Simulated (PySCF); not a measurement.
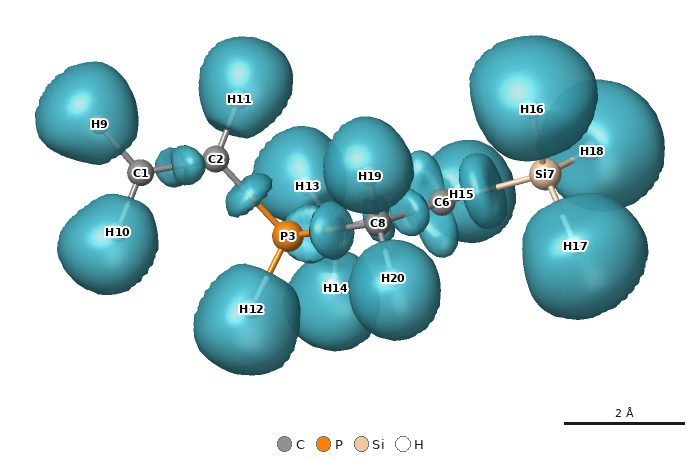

Figure. C6H12PSi (charge +1). Isosurface of the electron localisation function at 0.85 (cyan), seen from one side. Only the valence region is drawn (cores and ρ < 0.01 e/Å³ removed).

Geometry: GFN2-xTB.

Theory: PBE0/pcSseg-1, SCF density, gas phase, non-relativistic in PySCF.

The calculation's input:

```
{"job": {"kind": "nmr", "xc": "PBE0", "basis": "pcSseg-1"}, "charge": 1, "multiplicity": 1}
C      3.465844     0.274206     0.962500
C      2.164271     0.021921     0.986907
P      1.147342    -0.080484    -0.480206
C      0.220701    -1.645178    -0.591888
C     -1.211657    -1.202546    -0.382241
C     -1.486134     0.089685    -0.297154
Si    -3.223221     0.840792    -0.048177
C     -0.305366     1.026587    -0.426179
H      4.041924     0.332429     1.871715
H      4.007610     0.431825     0.042955
H      1.619620    -0.134486     1.912265
H      1.946057     0.127501    -1.585316
H      0.546761    -2.358451     0.170760
H      0.353527    -2.120024    -1.568698
H     -1.963776    -1.969863    -0.319360
H     -3.095368     1.712948     1.118693
H     -3.494440     1.600878    -1.265801
H     -4.125769    -0.280942     0.165595
H     -0.237538     1.718152     0.417596
H     -0.375539     1.625729    -1.337909
```

Launched as:

```sh
OMP_NUM_THREADS=1 python probes_run.py task.json out
```

Q: Identify the bonds, lone pairs and shells in this picture.

A: The surface consists of four regions between bonded C–C atoms (shared pairs), three regions between bonded C–P atoms (shared pairs), one region between bonded C–Si atoms (shared pairs) and twelve regions around hydrogen nuclei.

Values along the shortest contacts:
C–C (1.32 Å): the ELF peaks at about 0.90 between the atoms; a short, multiple covalent bond. C–P (1.79 Å): the ELF peaks at about 0.95 between the atoms; a shared electron pair.
